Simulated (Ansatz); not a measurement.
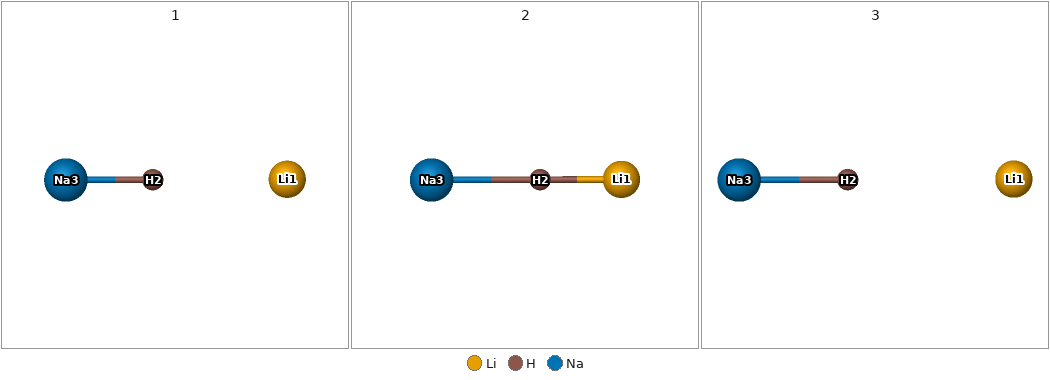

The system Li + HNa, spin multiplicity 2. Coordinates scanned: (1) distance Li1–H2; (2) distance H2–Na3. Nothing is relaxed (the angle Li1–H2–Na3 is fixed at 180 degrees). Grid: 9 × 9 points. Energies: eV, counted from Li far from the relaxed HNa (each part in its own basis). Computed with UKS wB97X-V/def2-SVPD in Ansatz 0.2.0.

The numbered pictures are structures from this grid.

Question: Which is the most stable, and how do the others follow?

Answer: 2, at distance Li1–H2 = 1.602 Å, distance H2–Na3 = 2.135 Å: −0.94 eV; 1, at distance Li1–H2 = 2.648 Å, distance H2–Na3 = 1.710 Å: −0.31 eV; 3, at distance Li1–H2 = 3.272 Å, distance H2–Na3 = 2.135 Å: −0.09 eV.

The map, with the structures marked:

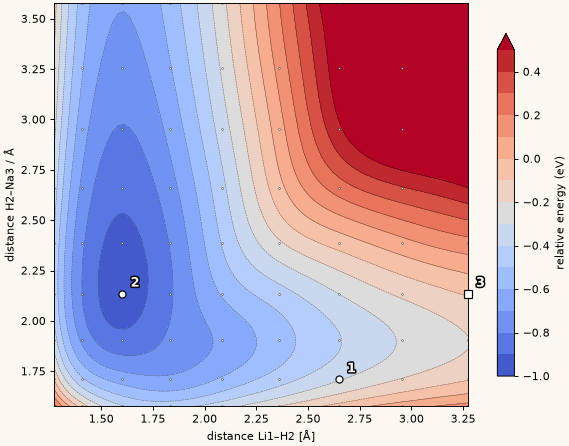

In the figure: filled contours, dots at the grid points, one colour for all values above the top of the scale. Between grid points the surface is interpolated.
